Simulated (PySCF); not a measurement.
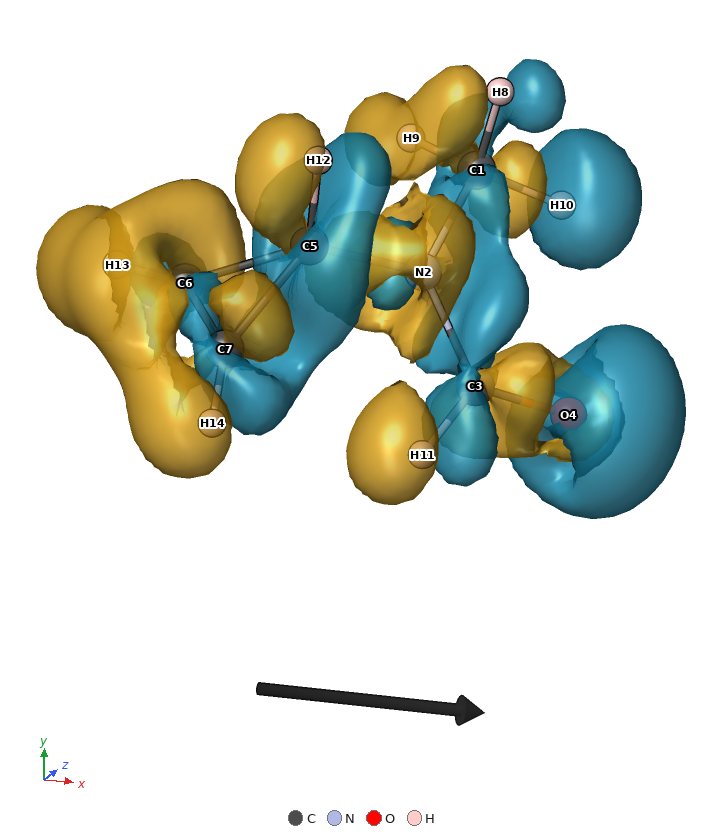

Figure. C$_{5}$H$_{7}$NO, SMILES `CN(C=O)C1C=C1`. Change of the electron density in a uniform field of 0.26 V/Å along +x (arrow), surfaces at ±0.002 e/Å³ (yellow: gain, teal: loss).

Computed with PySCF, B3LYP/def2-SVPD, geometry: GFN2-xTB. No frequency check shows the geometry to be a minimum.

Geometry (Å), atoms numbered from 1:

```
C1       1.0460    1.5459   -0.0201
N2       0.3534    0.2929    0.1793
C3       1.0068   -0.8713    0.0388
O4       2.1797   -0.9956   -0.2243
C5      -1.0557    0.3668    0.4486
C6      -2.0503    0.1418   -0.6523
C7      -1.9391   -0.8125    0.2272
H8       0.9640    2.1717    0.8710
H9       0.6275    2.0837   -0.8734
H10      2.0932    1.3178   -0.2108
H11      0.3373   -1.7373    0.1980
H12     -1.2688    1.0821    1.2407
H13     -2.4786    0.5339   -1.5409
H14     -2.2328   -1.7623    0.6011
```

> What dipole is induced, and what polarisability does it imply?

The induced dipole is 1.01 D (along the field); α along this axis, from the fields in both directions, is 79 bohr³ (11.7 Å³).

> Which atoms gain and lose the most charge?

Electrons gather most on C6 (Hirshfeld charge changes by −0.009 e) and leave O4 most (+0.023 e); 0.084 electrons are displaced in all.
